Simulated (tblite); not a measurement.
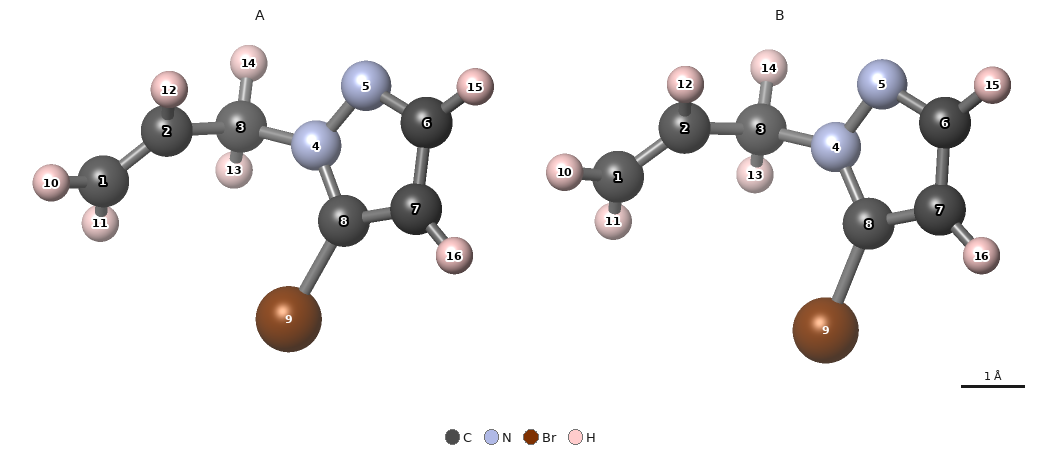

Two geometries of C6H7BrN2, drawn at one scale. One is the start of a relaxation, the other its converged end. A ball-and-stick model, seen at a tilt.

Theory: tblite 0.8.0, GFN2-xTB geometry optimisation, gas phase. 

Which of the two is the end point?

Answer. Structure A is the relaxed one. The atom that moves furthest after the best rigid fit is Br9 (0.33 Å). Largest moves by element: Br 0.33 Å, H 0.20 Å, N 0.12 Å, C 0.11 Å. Near-neighbour distances that change, for instance: C8–Br9 1.907 → 1.872 Å, N4–C8 1.375 → 1.350 Å, N4–N5 1.349 → 1.326 Å, C1–H10 1.098 → 1.076 Å. Bond angles that change, for instance: N4–C8–Br9 127.8° → 122.0°, C7–C8–Br9 125.3° → 130.1°, N4–N5–C6 103.9° → 106.7°. The energy falls by 0.166 eV in 69 geometry steps. The run took 0.41 s on 1 thread of Arm Neoverse V2 (shared host).
